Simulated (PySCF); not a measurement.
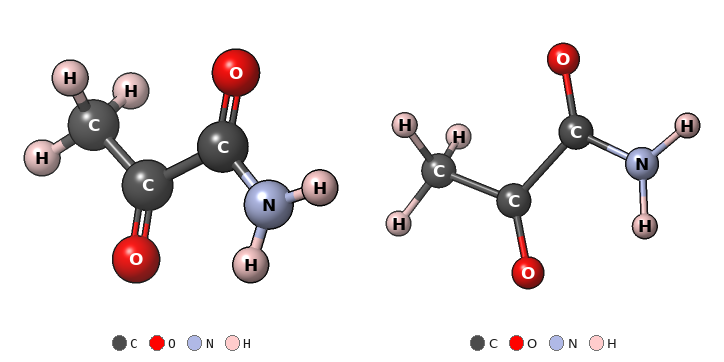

Two views of one molecule.

The computed structure is the end point of a PBE0-D3(BJ)/def2-SVP optimisation. No frequency run is at hand to confirm it as a minimum.

Description:

Formula C3H5NO2. As SMILES it reads `CC(=O)C(N)=O`. It has no ring. Among its groups: ketone, amide. The point group is Cs. Coordination: 1 C tetrahedral; 2 C trigonal planar; 1 N trigonal planar.

More results for the same structure follow; atom numbers are the same in all pictures, views and colours differ.

**Geometry**

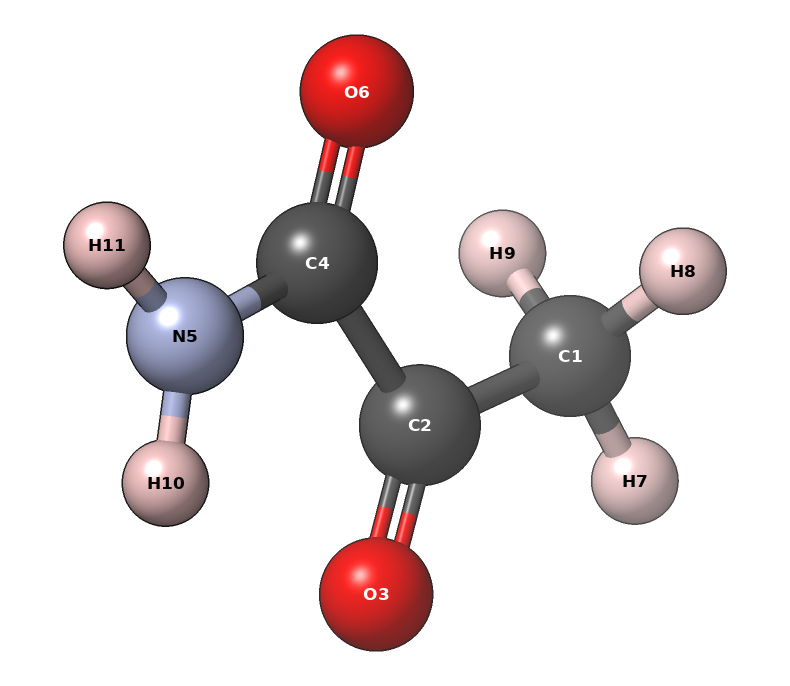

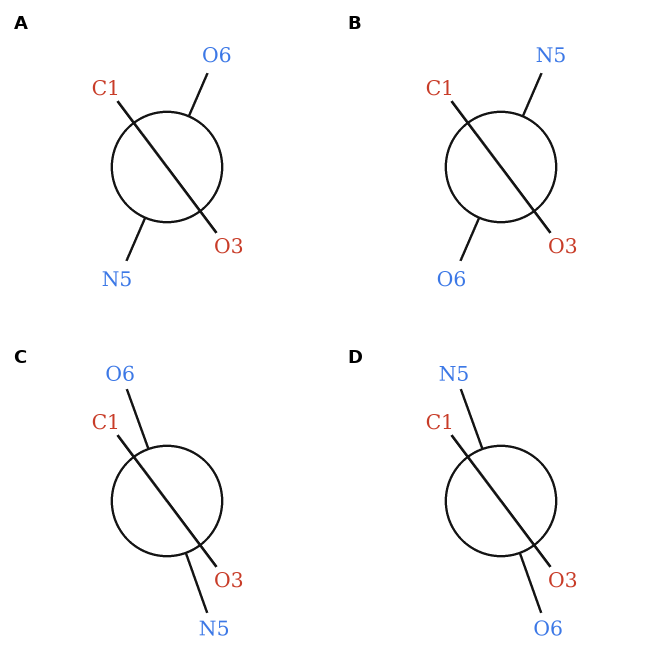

Depth is shown by fading: the farther an atom, the more it takes the colour of the background. Bonds that would overlap in a projection are set slightly apart. No frequency run is at hand to confirm it as a minimum.

**Which Newman projection shows the view along C2–C4, with C2 in front?**

C. The torsion angle O3–C2–C4–O6 is 180°, antiperiplanar (anti).

**Excitation**

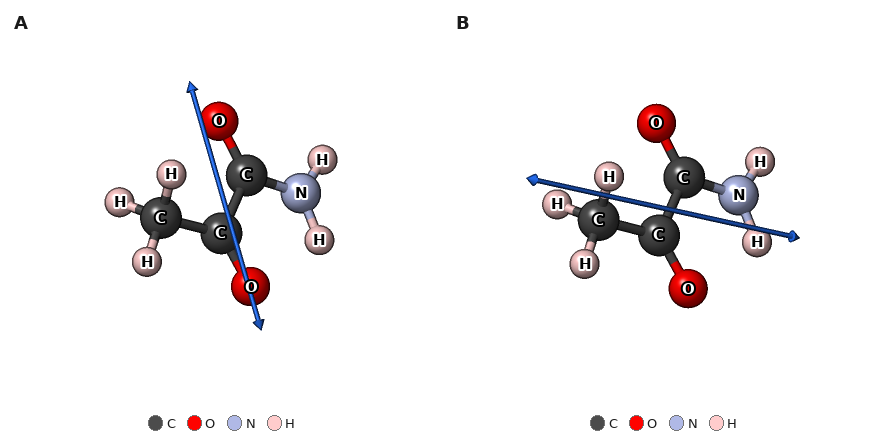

The double arrows show the directions of two transition dipoles from the ground state (lengths mean nothing). No frequency run is at hand to confirm it as a minimum. Level of theory: TDDFT ωB97X-D/def2-SVPD, vertical, gas phase, core orbitals frozen in the response (PySCF 2.14.0).

**One belongs to singlet state 8 and one to singlet state 9. Which is which?**

A: state 8, 8.06 eV (154 nm), oscillator strength 0.14, mainly HOMO−3 → LUMO (weight 0.64).
B: state 9, 8.34 eV (149 nm), oscillator strength 0.096, mainly HOMO → LUMO+2 (weight 0.56).

**Polarisability**

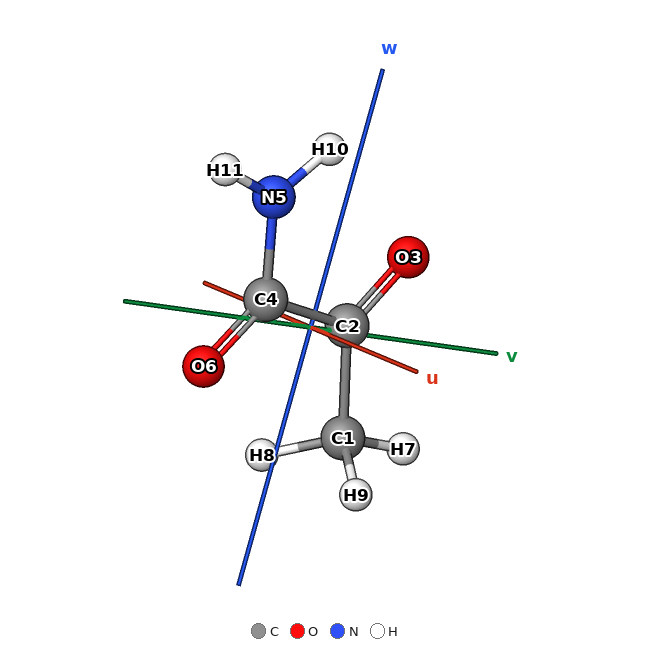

The lines u, v and w are the principal axes of the static dipole polarisability. No frequency run is at hand to confirm it as a minimum. Level of theory: ωB97X-D/def2-SVPD (PySCF 2.14.0).

**Along which axis is the molecule most polarisable, and along which least?**

Most along w, least along u.

**Give the three principal values.**

u 36.2, v 54.6, w 61.4 bohr³; mean 50.7, anisotropy 22.6 bohr³.

**Spin–spin coupling**

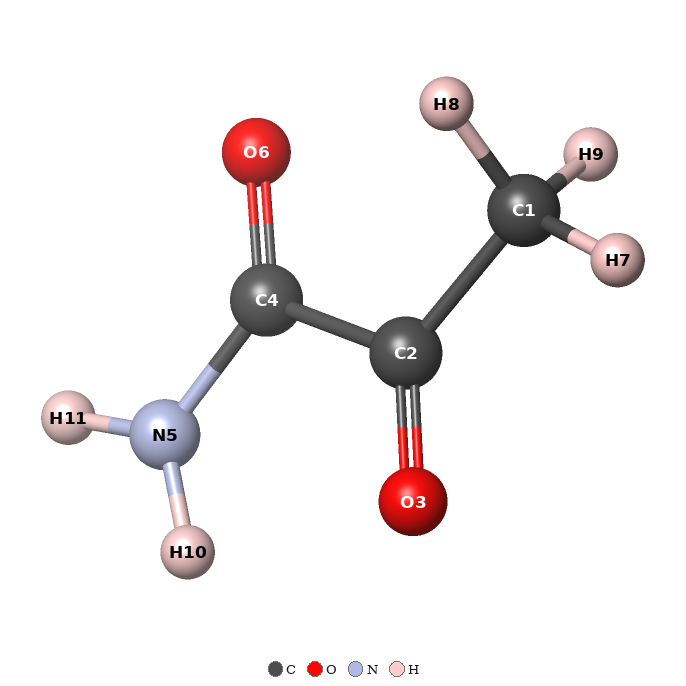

No frequency run is at hand to confirm it as a minimum. Level of theory: B3LYP/pcJ-1 indirect spin-spin coupling, non-relativistic, gas phase (PySCF 2.14.0). Isotopes: 13C, 1H, 15N, 17O.

Give the spin–spin coupling constants of these pairs, with the number of bonds between them: C4/N5, N5/H11, N5/H10, C2/N5, O3/N5.

```json
{"pair": "C4, N5", "bonds apart": "1", "J (Hz)": "−20.6"}
{"pair": "N5, H11", "bonds apart": "1", "J (Hz)": "−98.4"}
{"pair": "N5, H10", "bonds apart": "1", "J (Hz)": "−99.3"}
{"pair": "C2, N5", "bonds apart": "2", "J (Hz)": "−9.8"}
{"pair": "O3, N5", "bonds apart": "3", "J (Hz)": "1.1"}
```
